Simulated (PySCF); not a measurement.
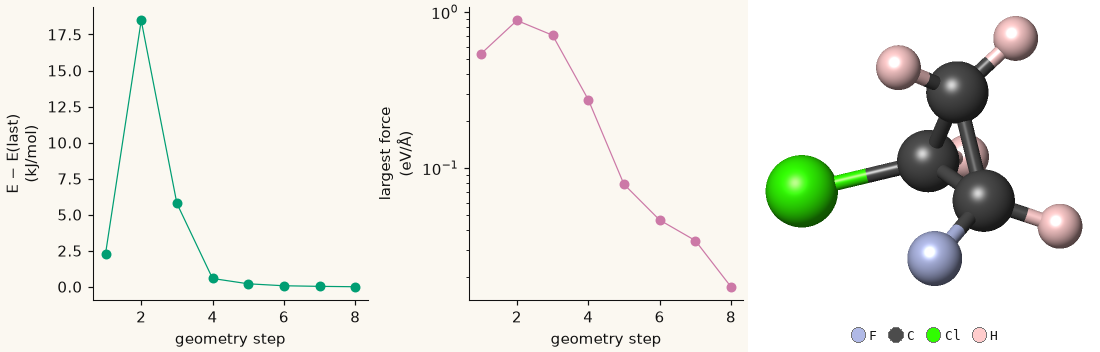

Beside the plot: the molecule at the start.

History of a geometry optimisation.

- system: C3H4ClF (SMILES F[C@@H]1C[C@@H]1Cl)
- method: PBE0-D3(BJ)/def2-SVP, geometry optimisation (PySCF)

> How did it end, and what did it gain?

The optimisation met its thresholds at geometry 8, counting the start as the first. The energy fell by about 2.3 kJ/mol from the first step to the last, with a rise at step 2. The largest force goes from about 0.54 eV/Å at the start to 0.017 eV/Å at the end, with a peak of 0.88 eV/Å at step 2.
